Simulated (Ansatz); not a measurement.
**C₂H₅AlBrN: small, medium and large basis sets**

How large a basis does C₂H₅AlBrN need? Two functionals are run in growing sets.

The runs use Ansatz 0.2.0, Gaussian basis; one geometry, several basis sets.

Levels to be run: PBE0-D4/def2-SVP; ωB97M-V/def2-SVP; PBE0-D4/def2-QZVPP; ωB97M-V/def2-QZVPP; the functionals' def2-TZVPP values are taken from earlier runs.

### 1 Structure used throughout

The geometry comes from an earlier relaxation with PBE0-D4 in a triple-zeta def2 set; it is a stationary point, not always the lowest conformer.

SMILES `C[CH]1[NH][Al]1[Br]`, 10 atoms, charge 0, spin multiplicity 1.

Atoms are counted from 1 here; the program's logs count them from 0.

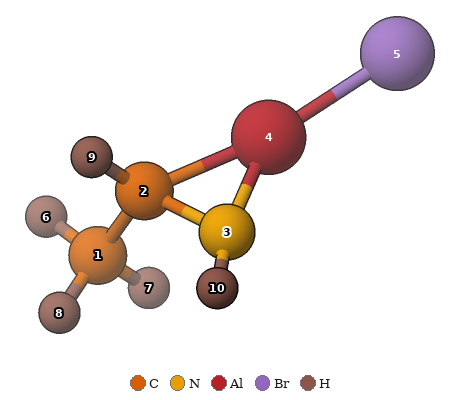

The geometry (carbon orange, nitrogen amber, aluminium red, bromine purple, hydrogen brown); atoms are numbered from 1 in the order of the file.

Geometry (Å):

```csv
atom,x (Å),y (Å),z (Å)
C1,-0.88972,-0.98409,0.40093
C2,0.06039,0.17802,0.51853
N3,1.30572,0.11903,-0.34727
Al4,0.41932,1.50884,-0.81493
Br5,0.34904,3.22889,-2.23677
H6,-1.81685,-0.78483,0.94623
H7,-1.14709,-1.20149,-0.63880
H8,-0.45055,-1.89550,0.82917
H9,0.27774,0.40211,1.56782
H10,1.97520,-0.62217,-0.22193
```

### 2 PBE0-D4 in def2-SVP

Input file in.yaml:

```yaml
crystal:
  periodic: [false, false, false]
  atoms:
    - {symbol: C, position_ang: [-0.889722, -0.984093, 0.400935]}
    - {symbol: C, position_ang: [0.060395, 0.178015, 0.518533]}
    - {symbol: N, position_ang: [1.305721, 0.119025, -0.347271]}
    - {symbol: Al, position_ang: [0.419321, 1.508841, -0.814925]}
    - {symbol: Br, position_ang: [0.349041, 3.228892, -2.236772]}
    - {symbol: H, position_ang: [-1.816851, -0.784826, 0.946230]}
    - {symbol: H, position_ang: [-1.147094, -1.201495, -0.638798]}
    - {symbol: H, position_ang: [-0.450548, -1.895503, 0.829172]}
    - {symbol: H, position_ang: [0.277741, 0.402112, 1.567820]}
    - {symbol: H, position_ang: [1.975198, -0.622170, -0.221925]}
basis:
  gaussian: {orbitals: def2-SVP}
hamiltonian: {xc: pbe0, dispersion: d4}
output: {orbitals: {seedname: orbitals}}
```

The run is started by

```sh
$ ansatz run in.yaml --threads 4 --pin off --events-out ev --progress --plain --max-ram 10444MiB
```

Output:

```text
Functional definition: PBE0
  name "PBE0"
  cite "Adamo & Barone, J. Chem. Phys. 110, 6158 (1999) doi:10.1063/1.478522"
  cite "Perdew, Burke & Ernzerhof, Phys. Rev. Lett. 77, 3865 (1996) doi:10.1103/PhysRevLett.77.3865"
  parent pbe
  parameter a = 0.25
  parameter kappa = 0.804
  parameter beta = 0.06672455060314922
  exchange = (1 - a)*pbe_x(kappa = kappa, mu = beta*pi^2/3) + a*exact_x
  correlation = pbe_c(beta = beta)
1158 factors; integrals over basis functions are off by at most 1.4e-3 eV
mean field evaluation 1: about -80250.4299 eV, gradient 6.4e1 eV
mean field evaluation 2: about -80203.3194 eV, gradient 1.4e2 eV
mean field evaluation 4: about -80260.4498 eV, gradient 1.0e1 eV
mean field evaluation 8: about -80260.8074 eV, gradient 9.8e-1 eV
mean field evaluation 16: about -80260.8100 eV, gradient 3.6e-4 eV
mean field -80260.80999203 eV, -2949.5303644763 hartree, gradient 1.8e-5 eV, S^2 0.000000; 0 other end points of the search recorded, 0 dependent functions left out
reference -80260.81002126 eV, -2949.5303655502 hartree; 36, 36 occupied and 81, 81 virtual orbitals, 1158 factors
Total energy: -80260.99129608 eV, -2949.5370272769 hartree
```

Wall time 1.6 s (4 threads of Arm Neoverse V1, shared host); peak memory 0.26 GiB.

### 3 ωB97M-V in def2-SVP

in.yaml: that of step 2 with these lines changed.

```diff
@@ -15,3 +15,3 @@
   gaussian: {orbitals: def2-SVP}
-hamiltonian: {xc: pbe0, dispersion: d4}
+hamiltonian: {xc: {name: wB97M-V}}
 output: {orbitals: {seedname: orbitals}}
```

The command is unchanged.

Output, cut to the lines that bear on the results:

```text
Functional definition: wB97M-V
  name "wB97M-V"
  cite "Mardirossian & Head-Gordon, J. Chem. Phys. 144, 214110 (2016) doi:10.1063/1.4952647"
  cite "Becke, J. Chem. Phys. 107, 8554 (1997) doi:10.1063/1.475007"
  cite "Vydrov & Van Voorhis, J. Chem. Phys. 133, 244103 (2010) doi:10.1063/1.3521275"
  # Of w^i u^j: cxij and so on, Table III.
[...]
  gx(w, u) = 1 - cx + cx01*u + cx10*w
  gss(w, u) = css00 + css04*u^4 + css10*w + css20*w^2 + css43*w^4*u^3
  gos(w, u) = cos00 + cos10*w + (cos20 + cos21*u)*w^2 + (cos60 + cos61*u)*w^6
[...]
      + integral(e_c_pw_mod_opposite_spin*gos(b97_w_opposite, b97_u_opposite)) + vv10(b, c)
1158 factors; integrals over basis functions are off by at most 1.4e-3 eV
303 factors; integrals over basis functions are off by at most 7.0e-6 eV
[...]
mean field -80270.28300243 eV, -2949.8784911871 hartree, gradient 5.7e-5 eV, S^2 0.000000; 0 other end points of the search recorded, 0 dependent functions left out
reference -80270.28304884 eV, -2949.8784928928 hartree; 36, 36 occupied and 81, 81 virtual orbitals, 1158 factors
Total energy: -80270.28304884 eV, -2949.8784928928 hartree
```

It took 7 s on 4 threads of Arm Neoverse V1, shared host; peak memory 0.39 GiB.

### 4 PBE0-D4 in def2-QZVPP

in.yaml: that of step 3 with these lines changed.

```diff
@@ -14,4 +14,4 @@
 basis:
-  gaussian: {orbitals: def2-SVP}
-hamiltonian: {xc: {name: wB97M-V}}
+  gaussian: {orbitals: "def2-QZVPP.json"}
+hamiltonian: {xc: pbe0, dispersion: d4}
 output: {orbitals: {seedname: orbitals}}
```

Launched as before.

Output:

```text
Functional definition: PBE0
  name "PBE0"
  cite "Adamo & Barone, J. Chem. Phys. 110, 6158 (1999) doi:10.1063/1.478522"
  cite "Perdew, Burke & Ernzerhof, Phys. Rev. Lett. 77, 3865 (1996) doi:10.1103/PhysRevLett.77.3865"
  parent pbe
  parameter a = 0.25
  parameter kappa = 0.804
  parameter beta = 0.06672455060314922
  exchange = (1 - a)*pbe_x(kappa = kappa, mu = beta*pi^2/3) + a*exact_x
  correlation = pbe_c(beta = beta)
1787 factors; their error is unknown
mean field evaluation 1: about -80262.6752 eV, gradient 8.0e1 eV
mean field evaluation 2: about -80186.0899 eV, gradient 1.7e2 eV
mean field evaluation 4: about -80276.9644 eV, gradient 1.5e1 eV
mean field evaluation 8: about -80277.4004 eV, gradient 1.3e-1 eV
mean field evaluation 16: about -80277.5839 eV, gradient 3.1e-4 eV
mean field -80277.58387645 eV, -2950.1467933587 hartree, gradient 4.5e-5 eV, S^2 0.000000; 0 other end points of the search recorded, 0 dependent functions left out
reference -80277.58391695 eV, -2950.1467948472 hartree; 36, 36 occupied and 444, 444 virtual orbitals, 1787 factors
Total energy: -80277.76519177 eV, -2950.1534565739 hartree
```

Wall time 13 s (4 threads of Arm Neoverse V1, shared host); peak memory 2 GiB.

### 5 ωB97M-V in def2-QZVPP

in.yaml: that of step 4 with these lines changed.

```diff
@@ -15,3 +15,3 @@
   gaussian: {orbitals: "def2-QZVPP.json"}
-hamiltonian: {xc: pbe0, dispersion: d4}
+hamiltonian: {xc: {name: wB97M-V}}
 output: {orbitals: {seedname: orbitals}}
```

The command is unchanged.

Output, cut to the lines that bear on the results:

```text
Functional definition: wB97M-V
  name "wB97M-V"
  cite "Mardirossian & Head-Gordon, J. Chem. Phys. 144, 214110 (2016) doi:10.1063/1.4952647"
  cite "Becke, J. Chem. Phys. 107, 8554 (1997) doi:10.1063/1.475007"
  cite "Vydrov & Van Voorhis, J. Chem. Phys. 133, 244103 (2010) doi:10.1063/1.3521275"
  # Of w^i u^j: cxij and so on, Table III.
[...]
  gx(w, u) = 1 - cx + cx01*u + cx10*w
  gss(w, u) = css00 + css04*u^4 + css10*w + css20*w^2 + css43*w^4*u^3
  gos(w, u) = cos00 + cos10*w + (cos20 + cos21*u)*w^2 + (cos60 + cos61*u)*w^6
[...]
      + integral(e_c_pw_mod_opposite_spin*gos(b97_w_opposite, b97_u_opposite)) + vv10(b, c)
1713 factors; their error is unknown
387 factors; integrals over basis functions are off by at most 2.3e-5 eV
[...]
mean field -80287.11217186 eV, -2950.4969517565 hartree, gradient 5.3e-5 eV, S^2 0.000000; 0 other end points of the search recorded, 0 dependent functions left out
reference -80287.11223759 eV, -2950.4969541722 hartree; 36, 36 occupied and 444, 444 virtual orbitals, 1713 factors
Total energy: -80287.11223759 eV, -2950.4969541722 hartree
```

Run time: 29 s. Hardware: 4 threads of Arm Neoverse V1, shared host; peak memory 2.4 GiB.

### 6 Functionals by basis

The def2-TZVPP values come from earlier runs at the same geometry.

```csv
functional,basis,functions,energy (eV),from the largest (eV),HOMO (eV),LUMO (eV)
PBE0-D4,def2-SVP,117,-80260.9913,16.774,-6.54,-1.10
PBE0-D4,def2-TZVPP,253,-80275.9259,1.839,-6.64,-1.25
PBE0-D4,def2-QZVPP,480,-80277.7652,0.000,-6.66,-1.32
ωB97M-V,def2-SVP,117,-80270.2830,16.829,-8.77,0.68
ωB97M-V,def2-TZVPP,253,-80285.3361,1.776,-8.86,0.47
ωB97M-V,def2-QZVPP,480,-80287.1122,0.000,-8.89,0.28
```

### 7 Summary of results

```
                                       quantity           value
PBE0-D4: double and triple zeta above quadruple  16.77, 1.84 eV
ωB97M-V: double and triple zeta above quadruple  16.83, 1.78 eV
```

**Reading.** PBE0-D4 gains 14.93 eV from double to triple zeta, then 1.84 eV more. These are total energies; as a rule much of such shifts cancels in differences, which this series doesn't test.

For PBE0-D4 the largest set took about 8 times as long as the smallest (13 s against 1.6 s).
